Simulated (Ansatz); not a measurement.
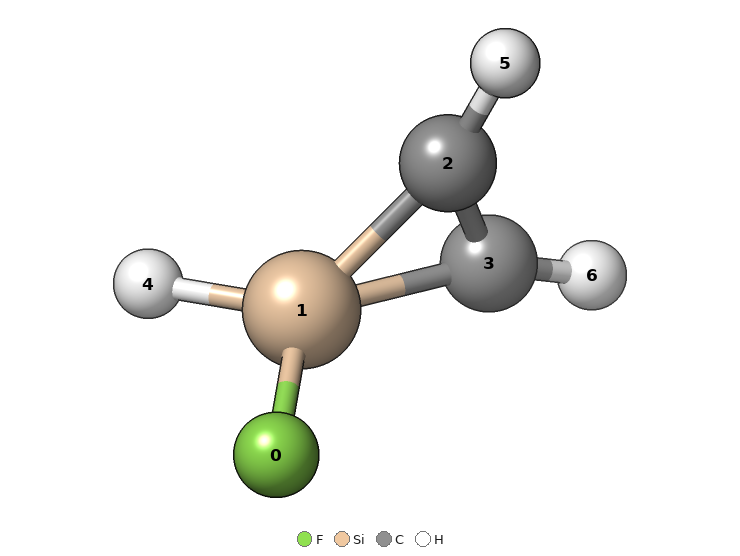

Starting geometry of the run. Atoms are numbered from 0, in the order of the input.

Input file:

```yaml
crystal:
  periodic: [false, false, false]
  atoms:
    - {symbol: F, position_ang: [-1.875897, -1.190617, 0.041304]}
    - {symbol: Si, position_ang: [-0.750550, -0.180107, -0.465360]}
    - {symbol: C, position_ang: [0.321906, 0.689492, 0.658632]}
    - {symbol: C, position_ang: [0.951877, -0.324828, 0.035167]}
    - {symbol: H, position_ang: [-1.224824, 0.324020, -1.764512]}
    - {symbol: H, position_ang: [0.622529, 1.413713, 1.406703]}
    - {symbol: H, position_ang: [1.954949, -0.731682, 0.088067]}
basis:
  gaussian: {orbitals: def2-TZVPP}
hamiltonian: {xc: pbe, dispersion: d4}
```

Command:

```sh
ansatz run in.yaml --threads 2 --pin off --events-out ev --progress --plain --max-ram 4352MiB
```

What the program printed:

```
Functional definition: PBE
  name "PBE"
  cite "Perdew, Burke & Ernzerhof, Phys. Rev. Lett. 77, 3865 (1996) doi:10.1103/PhysRevLett.77.3865"
  parent pbe
  parameter kappa = 0.804
  parameter beta = 0.06672455060314922
  exchange = pbe_x(kappa = kappa, mu = beta*pi^2/3)
  correlation = pbe_c(beta = beta)
981 factors; their error is unknown
mean field evaluation 1: about -12698.8687 eV, gradient 7.0e1 eV
mean field evaluation 2: about -12666.9564 eV, gradient 1.2e2 eV
mean field evaluation 4: about -12709.5248 eV, gradient 1.4e1 eV
mean field evaluation 8: about -12709.8746 eV, gradient 1.4e-1 eV
mean field evaluation 16: about -12709.8497 eV, gradient 4.0e-4 eV
mean field -12709.84971771 eV, -467.0783620805 hartree, gradient 8.4e-5 eV, S^2 0.000000; 0 other end points of the search recorded, 0 dependent functions left out
reference -12709.84975601 eV, -467.0783634879 hartree; 19, 19 occupied and 158, 158 virtual orbitals, 981 factors
Total energy: -12709.97639231 eV, -467.0830172859 hartree
```
